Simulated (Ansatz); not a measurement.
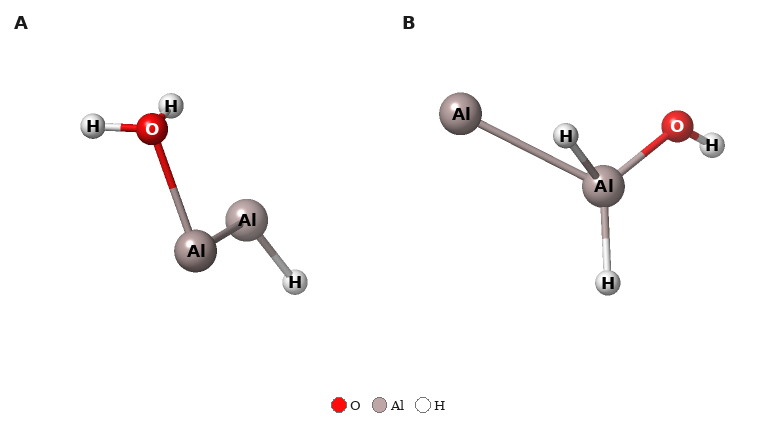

2 stationary structures of one formula. Charge 0, doublet. Geometries: PBE-D4/def2-SVP. Electronic energies: PBE-D4/def2-SVP (Ansatz 0.2.0), without zero-point energy. No frequency run is at hand to confirm each as a minimum.

### Which is lowest in energy, and by how much?

B is lowest (C1); A lies 152.3 kJ/mol above it (C1).
